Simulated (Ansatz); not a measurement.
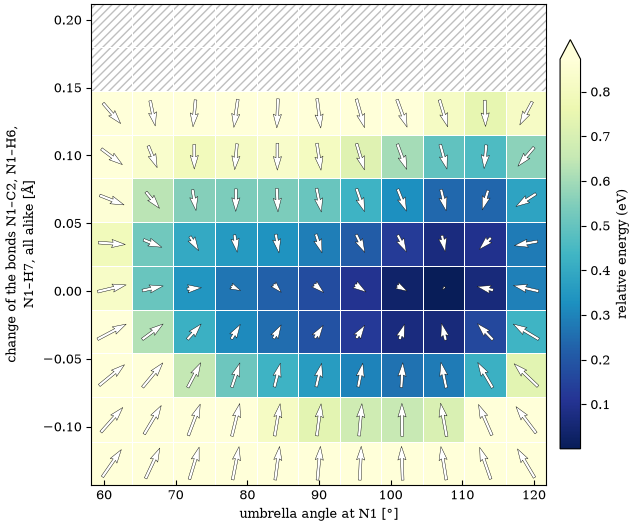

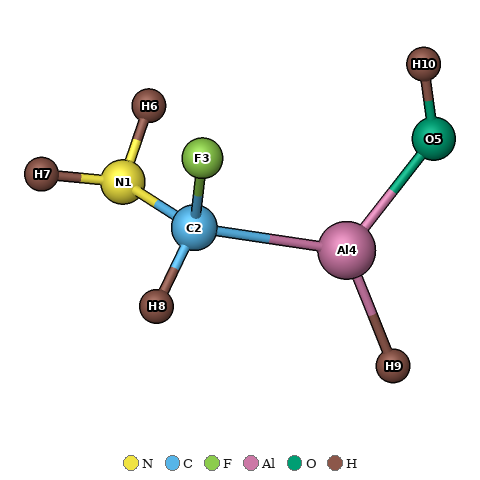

Energy landscape of CH5AlFNO, SMILES N[CH](F)[AlH][OH]. First axis: umbrella angle at N1 (between each of its bonds and their common axis; 90 is planar). Second axis: change of the bonds N1–C2, N1–H6, N1–H7, all alike. Nothing is relaxed (all other coordinates rigid). The grid has 11 × 11 points. At 22 points there is no value. Points are written as (first, second). Energies: eV, counted from the relaxed molecule at the same level. The calculation used RKS B3LYP-D4/def2-SVP (Ansatz).

Drawn: one coloured cell a grid point, arrows along the force (downhill), their lengths compressed, one colour for all values above the top of the scale, hatched blanks where no value was computed. The second picture is the structure at the lowest point.

Where are the lowest and the highest points?

The lowest grid point is at (107.4°, 0.002 Å), 0.0004 eV from the relaxed molecule at the same level. The highest grid point, (61.1°, −0.127 Å), lies 2.59 eV above the lowest.

Grid values (eV):

| second ↓, first → | 61.1 | 66.8 | 72.6 | 78.4 | 84.2 | 90.0 | 95.8 | 101.6 | 107.4 | 113.2 | 118.9 |
| --- | --- | --- | --- | --- | --- | --- | --- | --- | --- | --- | --- |
| 0.196 | – | – | – | – | – | – | – | – | – | – | – |
| 0.164 | – | – | – | – | – | – | – | – | – | – | – |
| 0.131 | 1.25 | 1.11 | 1.10 | 1.15 | 1.19 | 1.17 | 1.08 | 0.95 | 0.81 | 0.75 | 0.82 |
| 0.099 | 1.02 | 0.84 | 0.79 | 0.81 | 0.83 | 0.80 | 0.72 | 0.60 | 0.49 | 0.46 | 0.56 |
| 0.067 | 0.86 | 0.64 | 0.55 | 0.54 | 0.54 | 0.51 | 0.43 | 0.32 | 0.24 | 0.24 | 0.38 |
| 0.035 | 0.79 | 0.52 | 0.40 | 0.35 | 0.33 | 0.29 | 0.21 | 0.13 | 0.07 | 0.10 | 0.28 |
| 0.002 | 0.82 | 0.50 | 0.34 | 0.27 | 0.22 | 0.17 | 0.10 | 0.03 | 0.00 | 0.06 | 0.29 |
| −0.030 | 0.99 | 0.62 | 0.42 | 0.31 | 0.25 | 0.19 | 0.12 | 0.07 | 0.06 | 0.16 | 0.43 |
| −0.062 | 1.31 | 0.89 | 0.65 | 0.51 | 0.43 | 0.36 | 0.30 | 0.26 | 0.28 | 0.42 | 0.73 |
| −0.095 | 1.84 | 1.37 | 1.09 | 0.92 | 0.81 | 0.74 | 0.68 | 0.66 | 0.70 | 0.88 | 1.24 |
| −0.127 | 2.59 | 2.07 | 1.74 | 1.54 | 1.42 | 1.33 | 1.28 | 1.27 | 1.35 | 1.56 | 1.97 |

The input of one point:

```yaml
crystal:
  periodic: [false, false, false]
  atoms:
    - { symbol: "N", position_ang: [0.828982, -0.198017, 1.318383] }
    - { symbol: C, position_ang: [0.725098, -0.517817, -0.061821] }
    - { symbol: F, position_ang: [1.579798, 0.290872, -0.886254] }
    - { symbol: Al, position_ang: [-1.157087, -0.292578, -0.667759] }
    - { symbol: O, position_ang: [-1.770663, 1.271445, -0.959931] }
    - { symbol: H, position_ang: [0.57524, 0.769317, 1.523406] }
    - { symbol: H, position_ang: [1.759969, -0.366235, 1.708844] }
    - { symbol: H, position_ang: [1.090421, -1.551639, -0.198825] }
    - { symbol: H, position_ang: [-2.185701, -1.474067, -0.83619] }
    - { symbol: H, position_ang: [-1.277902, 2.095631, -1.001525] }
basis:
  gaussian: { orbitals: def2-SVP }
hamiltonian:
  xc: { name: B3LYP }
  dispersion: d4
output:
  forces: true
```

Time for the 99 points that were run: 9.7 min on 1 thread of Arm Neoverse V1, with other jobs on the host.
